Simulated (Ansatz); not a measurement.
# Ta2Se (P4/nmm): SCF with some post-processing, by script

Wanted for Ta2Se (P4/nmm): an SCF with some post-processing.

All numbers are computed with Ansatz 0.2.0 through its Python package. Level of theory: DFT LDA, plane waves, PAW.

## Step 1: The system

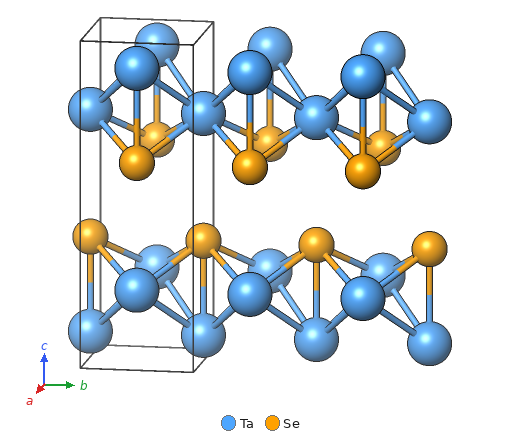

The starting structure, viewed slightly off an axis; tantalum blue, selenium orange. 1×3×1 cells are drawn. Atoms on cell faces are repeated.

The script reads POSCAR:

```text
Ta2Se
1.0
   3.37500000    0.00000000    0.00000000
   0.00000000    3.37500000    0.00000000
   0.00000000    0.00000000    9.83200000
Ta Se
4 2
Direct
   0.50000000    0.00000000    0.75530000
   0.00000000    0.50000000    0.24470000
   0.50000000    0.00000000    0.07760000
   0.00000000    0.50000000    0.92240000
   0.50000000    0.00000000    0.36650000
   0.00000000    0.50000000    0.63350000
```

## Step 2: Script

Contents of ta2se_analyse.py:

```python
# -*- coding: utf-8 -*-
from collections import Counter
from pathlib import Path

import ansatz as az
from ase.io import read
import numpy as np
from pymatgen.core import Structure

atoms = read("POSCAR", format="vasp")
structure = az.Crystal.from_ase(atoms)

calculation = (
    structure.calculation()
    .functional("lda")
    .pseudopotentials("paw")
    .basis(550)
    .kpoints(8, 8, 3)
    .occupations(az.OccupationsMethod.FERMI_DIRAC)
    .density()
    .potential()
    .electron_localization_function()
    .output_files(volumetric_format="npy")
    .stress()
    .electric_field_gradient()
)
planned = calculation.session().plan(threads=1)
facts = planned.describe()
print("plan:", facts["n_bands"], "bands,", len(facts["kpoints_frac"]), "k-points, plane waves", facts["n_pw_range"], "grid", facts["fft_dense"])
res = planned.execute()
report = res.report

print(f"free energy      {report['free_energy_ev']:.5f} eV")
print(f"per atom         {report['free_energy_ev'] / len(res.lattice.sites):.5f} eV")
print(f"SCF iterations   {report['n_iterations']}  (converged: {report['converged']})")

final = Structure(res.lattice.cell_ang, [s.symbol for s in res.lattice.sites], [s.position_frac for s in res.lattice.sites])
print(final.to(fmt="poscar"))

folder = Path(res.write_results("fields"))
print("densities in e/A^3, potentials in eV, ELF without unit")
for name in sorted(p.name for p in folder.glob("*.npy")):
    field = np.load(folder / name)
    print(f"{name:16s} {str(field.shape):16s} min {field.min():10.4f}  mean {field.mean():10.4f}  max {field.max():10.4f}")

print(calculation.to_python())

for index, site in enumerate(final):
    near = final.get_neighbors(site, 4.5)
    edge = 1.15 * min(n.nn_distance for n in near)
    shell = Counter((round(n.nn_distance, 2), n.specie.symbol) for n in near if n.nn_distance < edge)
    print(f"{index:2d} {site.specie.symbol:2s}", ", ".join(f"{count} {symbol} at {d:.2f}" for (d, symbol), count in sorted(shell.items())))

principal = np.linalg.eigvalsh(np.array(report["stress_gpa"]))
mises = np.sqrt(0.5 * sum((principal[i] - principal[i - 1]) ** 2 for i in range(3)))
print("principal stresses (GPa, compression positive):", np.round(principal, 3))
print(f"mean {principal.mean():.3f} GPa, von Mises {mises:.3f} GPa, PV = {principal.mean() * report['setup']['cell_volume_ang3'] / 160.21766:.4f} eV")

for row in report["efg"]:
    print({k: round(v, 4) if isinstance(v, float) else v for k, v in row.items() if not isinstance(v, (list, dict))})
```

## Step 3: Launch

Launch:

```
> python ta2se_analyse.py
```

What it wrote:

```text
DeckWarning: Ta: output.efg is read without spin–orbit coupling, which moves field gradients at and beside such atoms by some per cent and up to a factor of two; PAW files take it under magnetization.noncollinear and magnetization.spin_orbit
plan: 51 bands, 30 k-points, plane waves [3236, 3314] grid [27, 27, 80]
free energy      -49499.86268 eV
per atom         -8249.97711 eV
SCF iterations   8  (converged: True)
Ta4 Se2
1.0
   3.3750000000000000    0.0000000000000000    0.0000000000000000
   0.0000000000000000    3.3750000000000000    0.0000000000000000
   0.0000000000000000    0.0000000000000000    9.8320000000000007
Ta Se
4 2
direct
   0.5000000000000000    0.0000000000000000    0.7553000000000000 Ta
   0.0000000000000000    0.5000000000000000    0.2447000000000000 Ta
   0.5000000000000000    0.0000000000000000    0.0776000000000000 Ta
   0.0000000000000000    0.5000000000000000    0.9224000000000000 Ta
   0.5000000000000000    0.0000000000000000    0.3665000000000000 Se
   0.0000000000000000    0.5000000000000000    0.6335000000000000 Se

densities in e/A^3, potentials in eV, ELF without unit
elf.npy          (27, 27, 80)     min     0.0202  mean     0.3832  max     0.8486
rho.npy          (27, 27, 80)     min     0.0385  mean     0.7500  max    43.1421
v_es.npy         (27, 27, 80)     min   -79.5279  mean     8.3519  max    19.8708
v_tot.npy        (27, 27, 80)     min  -108.4650  mean    -3.8534  max    14.0137
(
    az.Lattice.of(((3.375, 0.0, 0.0), (0.0, 3.375, 0.0), (0.0, 0.0, 9.832)))
    .atom("Ta", (0.5, 0.0, 0.7553))
    .atom("Ta", (0.0, 0.5, 0.2447))
    .atom("Ta", (0.5, 0.0, 0.0776))
    .atom("Ta", (0.0, 0.5, 0.9224))
    .atom("Se", (0.5, 0.0, 0.3665))
    .atom("Se", (0.0, 0.5, 0.6335))
    .calculation()
    .basis(cutoff=550.0)
    .kpoints(8, 8, 3)
    .functional("lda")
    .pseudopotentials(kind="paw")
    .occupations(method="fermi_dirac")
    .density()
    .potential()
    .output_files(volumetric_format="npy")
    .electron_localization_function()
    .electric_field_gradient()
    .stress()
)

 0 Ta 4 Se at 2.67, 4 Ta at 2.90
 1 Ta 4 Se at 2.67, 4 Ta at 2.90
 2 Ta 4 Ta at 2.83, 1 Se at 2.84, 4 Ta at 2.90, 1 Ta at 3.17
 3 Ta 4 Ta at 2.83, 1 Se at 2.84, 4 Ta at 2.90, 1 Ta at 3.17
 4 Se 4 Ta at 2.67, 1 Ta at 2.84
 5 Se 4 Ta at 2.67, 1 Ta at 2.84
principal stresses (GPa, compression positive): [-6.957 -6.957 -6.004]
mean -6.639 GPa, von Mises 0.952 GPa, PV = -4.6409 eV
{'site': 1, 'element': 'Ta', 'v_zz_1e21_v_m2': 0.8696, 'eta': 0.0, 'by_run_symmetry': 'allowed', 'electrostatic_potential_v': -14496.6809}
{'site': 2, 'element': 'Ta', 'v_zz_1e21_v_m2': 0.8696, 'eta': 0.0, 'by_run_symmetry': 'allowed', 'electrostatic_potential_v': -14496.6809}
{'site': 3, 'element': 'Ta', 'v_zz_1e21_v_m2': 17.2141, 'eta': 0.0, 'by_run_symmetry': 'allowed', 'electrostatic_potential_v': -14497.6476}
{'site': 4, 'element': 'Ta', 'v_zz_1e21_v_m2': 17.2141, 'eta': 0.0, 'by_run_symmetry': 'allowed', 'electrostatic_potential_v': -14497.6476}
{'site': 5, 'element': 'Se', 'v_zz_1e21_v_m2': 6.4233, 'eta': 0.0, 'by_run_symmetry': 'allowed', 'electrostatic_potential_v': -4720.5233}
{'site': 6, 'element': 'Se', 'v_zz_1e21_v_m2': 6.4233, 'eta': 0.0, 'by_run_symmetry': 'allowed', 'electrostatic_potential_v': -4720.5233}
```

(Warnings from the package without file and line.)

Run time: 25 s. Hardware: 1 thread of Arm Neoverse V1, shared host; peak memory 0.66 GiB.

Lines on the test bed's own set-up are left out of the output.

A comment line of the script is reworded here; the code is as run.

## Step 4: Size and end state of the run

From the engine's report, whether the script printed it or not:

```csv
item,value
SCF cycles in all,8
k-points solved,30
plane waves,3301
bands,51
valence electrons,84
free energy (eV),-49499.86268
Fermi level (eV),16.570
"lowest empty less highest filled level on the mesh, by band count (eV)",-0.162
pressure (GPa; positive when compressed),-6.64
```

## Step 5: Density on the grid

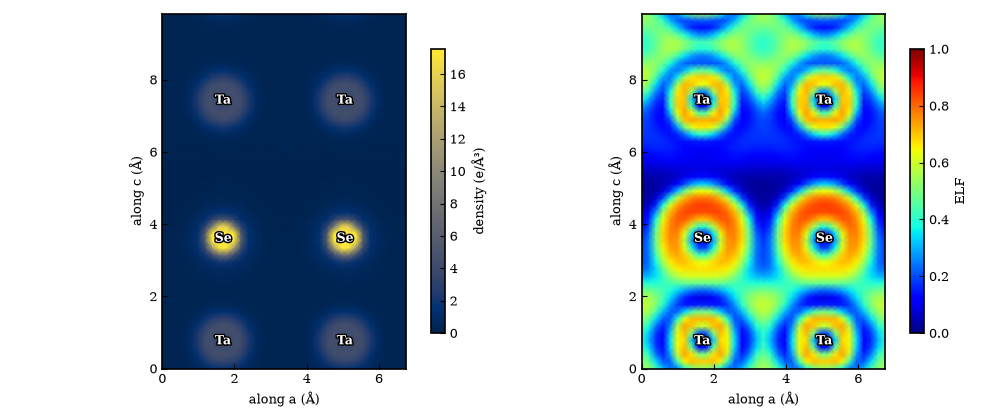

Density (left) and ELF (right) in a lattice plane of the grid's cell (edges 3.38 and 9.83 Å, at 0.000 of the third edge), which holds Ta and Se. Only atoms in the plane are labelled; the density scale stops at 17.55 e/Å³. Both are smooth fields of the valence electrons: close to the nuclei they are not physical.

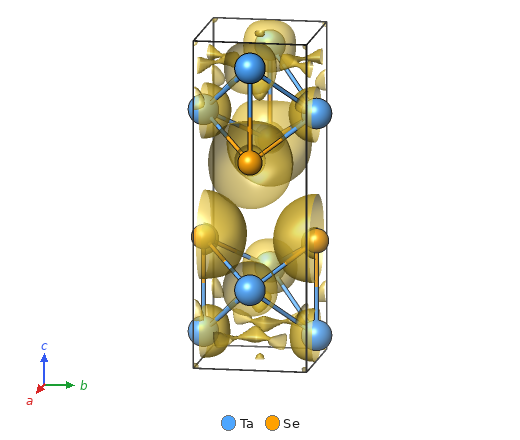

Surface of ELF = 0.53, drawn in one cell.

Maxima of ELF outside the ion cores: 0.84 beside Se, off the lines to its neighbours, 0.9 Å from Se; 0.59 between the atoms, 1.8 Å from Ta.

## Step 6: Outcome

| quantity | value |
| --- | --- |
| free energy | -49499.8627 eV (-8249.9771 eV/atom) |
| gap on the mesh | none |
| pressure | -6.64 GPa |
| highest ELF outside the cores | 0.84, beside Se, off the lines to its neighbours |

**Reading.** Filled and empty levels meet on the mesh: no gap at this level. The pressure of -6.6 GPa means that the cell would shrink if relaxed at this level. Reading the output:
- For a metal this k-point mesh is coarse: on a finer one energies can move by several to tens of meV an atom and pressures by half a GPa or more, differences at one mesh by less.
- Spin-orbit coupling, which matters for elements this heavy, is left out.
- Densities and potentials on the grid are those of the valence electrons, and inside the cores they hang on the potentials used.
- At these settings the cell as given stands under about -7 GPa, so it isn't at this functional's equilibrium volume.
